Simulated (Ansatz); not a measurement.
# AlClF2: what the fields show

Input file:

```
crystal:
  periodic: [false, false, false]
  atoms:
    - { symbol: Al, position_ang: [0.0, 0.0, 0.0] }
    - { symbol: Cl, position_ang: [0.0, 0.0, 2.23] }
    - { symbol: F, position_ang: [1.4635, 0.0, -0.845] }
    - { symbol: F, position_ang: [-1.4635, 0.0, -0.845] }
basis:
  gaussian: { orbitals: def2-SVP }
hamiltonian:
  xc: b3lyp
relax:
  f_tol: 0.02
  max_steps: 40
output:
  orbitals: {}
```

Run with:

```sh
ansatz run input.yaml --threads 2 --pin off --max-ram 3072MiB --backend cpu --events-out ev --progress --plain --runs-dir out
```

The fields are those of the relaxed geometry.

Level of theory: Ansatz, RKS B3LYP/def2-SVP.

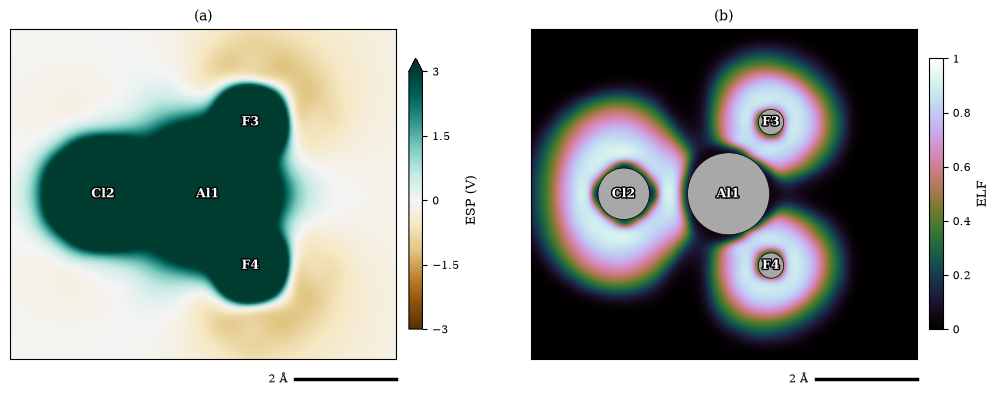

Figure 1. (a) molecular electrostatic potential; (b) electron localisation function on the molecular plane. Grey discs cover the atomic cores in the ELF map.

What does the map show?

Atoms in the plane: Al, Cl and F. Al–F (1.65 Å): the ELF peaks at about 0.85 in the valence shell of F, 0.6 Å from its nucleus, and is about 0.30 at the midpoint. Al–Cl (2.07 Å): the ELF peaks at about 0.90 in the valence shell of Cl, 0.9 Å from its nucleus, and is about 0.80 at the midpoint. The ELF also peaks beside F4, Cl2 and F3, away from the bonds: lone-pair regions. Outside the dense part of the molecule the potential is most negative (−1.2 V) near F3 and F4.

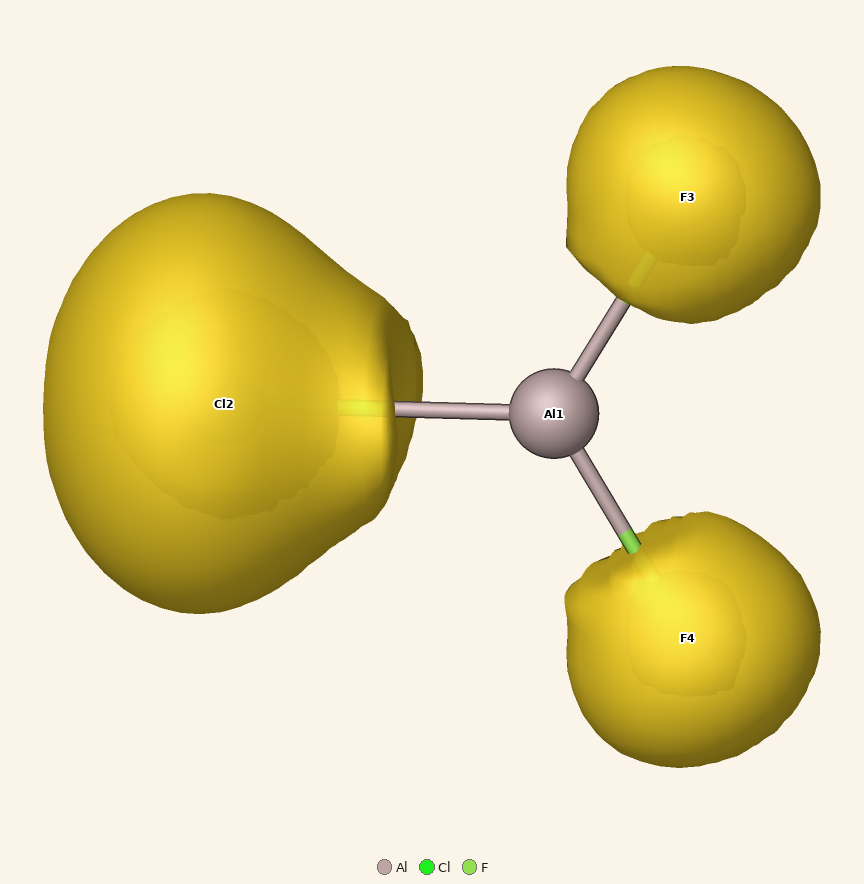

Figure 2. Isosurface of the ELF at 0.75 (yellow), seen at a tilt. Core shells and regions of very low density are left out.

Where are the electrons localised?

The surface consists of one region on Cl in which the atom's valence shell and bonds are merged and two regions wrapped around F (the valence shell of each).

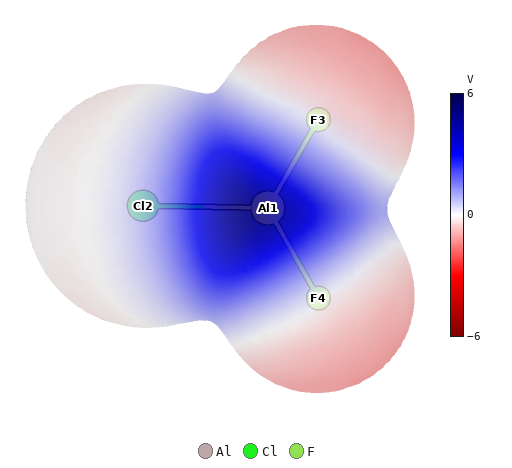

Figure 3. The electrostatic potential painted on the density surface at 0.002 e/bohr³, seen at a tilt; red is negative and blue positive.

Which sites attract a positive test charge, and which a negative one?

A positive charge is drawn to the negative regions and a negative charge to the positive ones. The most negative region (about −1.1 V, or −25 kcal/mol for a unit charge) lies over F3 and F4, the most positive (about +5.0 V, or +115 kcal/mol for a unit charge) over Al1.

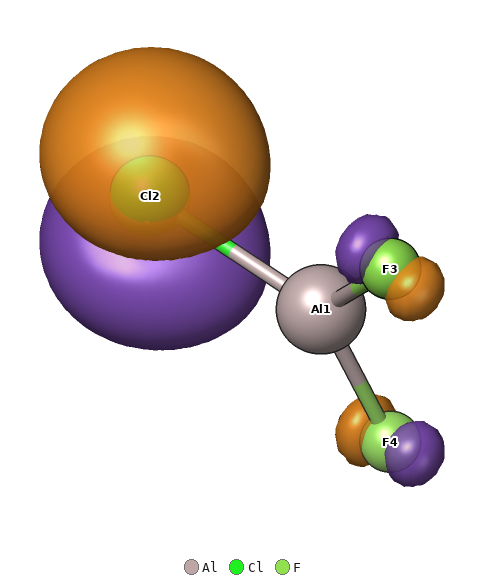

Figure 4. The HOMO at ±0.15 Å⁻³ᐟ² (orange and purple are the two phases), seen at an oblique angle.

Describe this orbital and give its energy.

Its weight (Hirshfeld) is mainly on Cl2 (about 90 %); it is symmetric in the molecular plane (an in-plane orbital: σ, lone-pair or in-plane π type); largely a lone pair of Cl2. Its energy is −9.40 eV.
